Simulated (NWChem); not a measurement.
# CrO3 (chromic anhydride) at HF/def2-SVP

Aim: the energy change on altering one bond length of CrO3 (chromic anhydride) at HF/def2-SVP, from 2 runs. 

The results are computed with NWChem 7.3.0.

5 further runs of the same task are left out: 5 set aside as unsound or not needed. Runs told in other sessions of the task aren't counted.

### Step 1. The molecule

CrO3 has 4 atoms, charge 0, and is taken as a singlet. SMILES: `[O]=[Cr](=[O])=[O]`. The shape is that of a PBE0-D4/def2-TZVP optimisation.

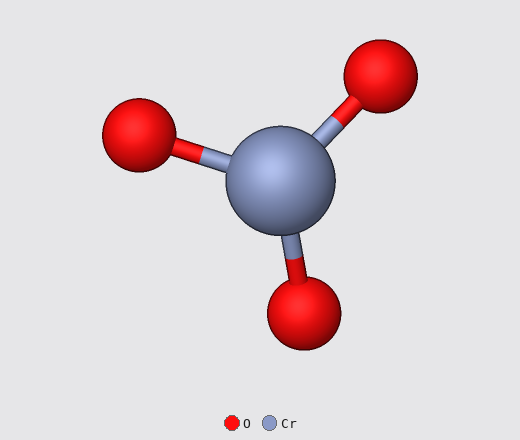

Viewed from a chosen angle; oxygen red, chromium light blue.

### Step 2. Energy and gradient at HF/def2-SVP

File sp.xyz:

```xyz
4
chromic anhydride
O     -1.163680    -0.584640     0.796540
Cr     0.035750     0.194420     0.166920
O      1.408990    -0.550380     0.205610
O     -0.281060     0.940610    -1.169070
```

File run.py:

```python
from ase.io import read
from ase.calculators.nwchem import NWChem

atoms = read('sp.xyz')

calc = NWChem(
    label='sp',
    theory='scf',
    memory='2200 mb',
    basis='def2-SVP',
    basispar='spherical bse',
    scf={'nopen': '0', 'rhf': None, 'thresh': '1e-08', 'maxiter': '80', 'print': 'low'},
)
atoms.calc = calc

forces = atoms.get_forces()
print(f"energy = {atoms.get_potential_energy():.6f} eV")
print("forces (eV/A):")
for s, f in zip(atoms.symbols, forces):
    print(f"{s:2s} {f[0]:10.5f} {f[1]:10.5f} {f[2]:10.5f}")
```

Command:

```console
$ export ASE_NWCHEM_COMMAND="nwchem PREFIX.nwi > PREFIX.nwo"
$ python run.py
```

What it wrote:

```text
energy = -34482.296433 eV
forces (eV/A):
O     2.24426    1.56040   -1.06675
Cr   -0.32926   -1.79088   -1.53803
O    -2.52369    1.49700    0.02838
O     0.60868   -1.26647    2.57640
```

The calculator wrote sp.nwi:

```
title "sp"

permanent_dir sp

scratch_dir sp

start sp

geometry units angstrom nocenter noautosym noautoz
  O  -1.1636800000000000e+00 -5.8464000000000005e-01 7.9654000000000003e-01
  Cr 3.5749999999999997e-02 1.9442000000000001e-01 1.6692000000000001e-01
  O  1.4089900000000000e+00 -5.5037999999999998e-01 2.0560999999999999e-01
  O  -2.8105999999999998e-01 9.4060999999999995e-01 -1.1690700000000001e+00
end

memory 2200 mb

basis spherical bse noprint
   * library def2-SVP
end

scf
  nopen 0
  rhf
  thresh 1e-08
  maxiter 80
  print low
end

task scf gradient
```

sp.nwo:

```text
Northwest Computational Chemistry Package (NWChem) 7.3.0
             --------------------------------------------------------

           Job information
           ---------------

    nwchem branch   = 7.3.0
    use scalapack   = T
    input           = sp.nwi
    prefix          = sp.
    data base       = sp/sp.db
    status          = startup
    nproc           =        1

           Memory information
           ------------------

    heap     =     72089594 doubles =      550.0 Mbytes
    stack    =     72089599 doubles =      550.0 Mbytes
    global   =    144179200 doubles =     1100.0 Mbytes (distinct from heap & stack)
    total    =    288358393 doubles =     2200.0 Mbytes
    verify   = yes
    hardfail = no

           Directory information
           ---------------------

  0 permanent = sp
  0 scratch   = sp

[... 29 lines left out ...]
            Nuclear Dipole moment (a.u.)
[... 55 lines left out ...]
 Forming initial guess at       0.0s

 Starting SCF solution at       0.3s

  ga_iter_lsolve: convergence stagnant ... aborting solve

       Final RHF  results
       ------------------

         Total SCF energy =  -1267.201031302562
      One-electron energy =  -2204.146844755582
      Two-electron energy =    703.406943592493
 Nuclear repulsion energy =    233.538869860527

        Time for solution =     20.1s

                              NWChem Gradients Module
                              -----------------------

                         RHF ENERGY GRADIENTS

    atom               coordinates                        gradient
                 x          y          z           x          y          z
   1 O      -2.199036  -1.104809   1.505242   -0.043644  -0.030345   0.020745
   2 Cr      0.067558   0.367401   0.315433    0.006403   0.034827   0.029910
   3 O       2.662605  -1.040067   0.388547    0.049078  -0.029112  -0.000552
   4 O      -0.531126   1.777495  -2.209222   -0.011837   0.024629  -0.050103

 Task  times  cpu:       21.8s     wall:       21.8s
 Total times  cpu:       21.9s     wall:       21.9s
```

Wall time 23 s (1 thread of Intel Xeon 6975P-C (Granite Rapids), shared host); peak memory 0.11 GiB.

### Step 3. The distorted shape: the energy at HF/def2-SVP

File run.xyz:

```xyz
4
chromic anhydride
O     -1.343603    -0.701504     0.890987
Cr     0.035750     0.194420     0.166920
O      1.408990    -0.550380     0.205610
O     -0.281060     0.940610    -1.169070
```

File run.nw:

```
start run
title "chromic anhydride"
memory 2200 mb

geometry units angstrom noautosym nocenter noautoz
   load format xyz run.xyz
end

basis spherical bse
   * library def2-SVP
end

scf
   thresh 1e-08
   maxiter 80
end

task scf energy
```

Command:

```console
$ nwchem run.nw > run.out
```

What it wrote:

```text
[...]
  functions       =    73
[...]
  wavefunction    = RHF
[...]
         Total SCF energy =  -1267.168929044861
      One-electron energy =  -2184.714782345524
      Two-electron energy =    694.301337034344
 Nuclear repulsion energy =    223.244516266319
        Time for solution =     61.1s
[...]
```

Wall time 62 s (1 thread of Intel Xeon 6975P-C (Granite Rapids), shared host); peak memory 0.1 GiB.

### Step 4. What came out

At HF/def2-SVP:

| quantity | value |
| --- | --- |
| first shape: total energy | -1267.20103 Eh |
| first shape: largest force on an atom | 2.935 eV/Å |
| distorted shape: total energy | -1267.16893 Eh |
| distorted shape: dipole moment | 3.65 D |
| distorted shape: HOMO energy | -12.33 eV |
| distorted shape: LUMO energy | -2.37 eV |
| distorted shape: HOMO–LUMO gap | 9.96 eV |
| energy change with the O1–Cr2 bond stretched from 1.563 to 1.797 Å | 0.874 eV |

**Reading.** With the O1–Cr2 bond stretched from 1.563 to 1.797 Å the energy rises by 0.87 eV (20.1 kcal/mol). The first shape isn't relaxed at this level, so the change isn't measured from a minimum. The largest force (first shape) is 2.93 eV/Å: the shape isn't a stationary point for this species at this level.
